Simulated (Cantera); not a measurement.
Feed: 1 mol C2H6, 0.54 mol H2, held at 0.0133 bar.

Equilibrium computed with Cantera from the NASA thermochemical tables; the gas is ideal and each condensed phase is pure. Candidate condensed phases: C, C6H6, C7H8, C8H18; 76 gas species. Kinetics and transport are ignored.

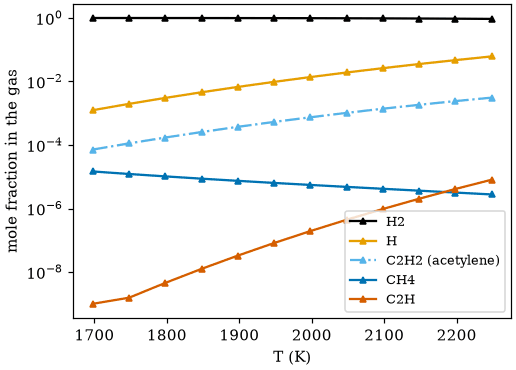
Fig. 1. Equilibrium gas composition (values under 1e-9 drawn at 1e-9)

Read off the mole fractions at 1948 K.

H2 about 0.99, H about 0.0097, C2H2 (acetylene) about 0.00053, CH4 about 6.4e-6, C2H about 8.2e-8.
